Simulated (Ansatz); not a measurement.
The starting structures come from a database of crystals and need not be the phases stable at ambient conditions.

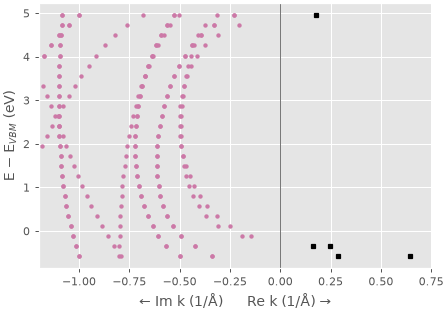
Figure: Complex bands at the centre of the two-dimensional zone; r2SCAN (Ansatz, a first-principles code)

The gap is the functional's own, uncorrected, and κ follows it; spin-orbit coupling is left out. Mid-gap means the computed energy nearest the middle.

**Question.** This is ScOF (P4/nmm, 6 atoms a cell, 11.3 Å³ an atom, -5 GPa at this level) along the normal of (100). Read off the slowest decay at the centre of the two-dimensional zone at 2.42 eV, the computed energy nearest the middle of the gap.

**Answer.** κ ≈ 0.49 1/Å, a decay length 1/(2κ) of the density of 1.0 Å.
